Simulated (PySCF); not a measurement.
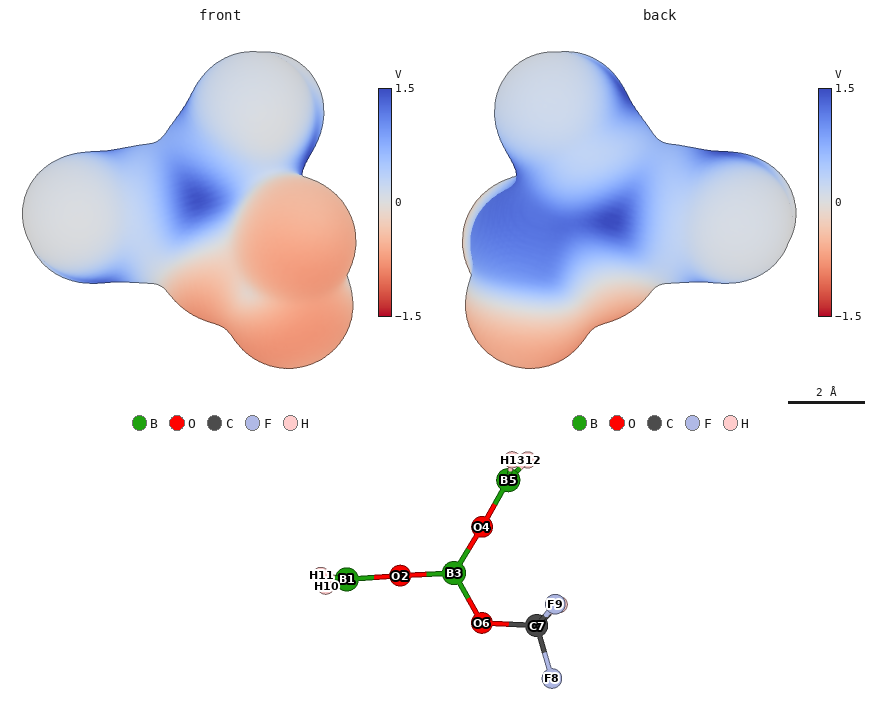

Figure 1: CH$_{5}$B$_{3}$F$_{2}$O$_{3}$. The molecular electrostatic potential painted on the density surface at 0.001 e/bohr³, seen from the front and from behind; the colour scale runs from red (negative) to blue (positive). The bare structure is drawn below in the same view.

Geometry: GFN2-xTB.

Theory: CAM-B3LYP/def2-SVPD, SCF density, gas phase (PySCF 2.14.0).

```yaml
atoms:
  - { symbol: B, position_ang: [2.8667, -0.8614, 0.0525] }
  - { symbol: O, position_ang: [1.6145, -0.4893, -0.0132] }
  - { symbol: B, position_ang: [0.3647, -0.0917, -0.0952] }
  - { symbol: O, position_ang: [-0.6239, -0.6460, 0.5970] }
  - { symbol: B, position_ang: [-1.5251, -0.9863, 1.4863] }
  - { symbol: O, position_ang: [0.0875, 0.9283, -1.0239] }
  - { symbol: C, position_ang: [-1.1473, 1.4152, -1.2001] }
  - { symbol: F, position_ang: [-1.1388, 2.2474, -2.2548] }
  - { symbol: F, position_ang: [-1.5481, 2.1685, -0.1424] }
  - { symbol: H, position_ang: [3.2437, -1.7335, -0.6446] }
  - { symbol: H, position_ang: [3.5884, -0.3268, 0.8148] }
  - { symbol: H, position_ang: [-2.2553, -1.8733, 1.2259] }
  - { symbol: H, position_ang: [-1.5944, -0.4057, 2.5089] }
  - { symbol: H, position_ang: [-1.9333, 0.6542, -1.3681] }
```

Where is the surface potential most negative and most positive?

Answer. The most negative region (about −0.8 V, or −18 kcal/mol for a unit charge) lies over O6, F8 and F9, the most positive (about +1.4 V, or +32 kcal/mol for a unit charge) over B3 and B5.
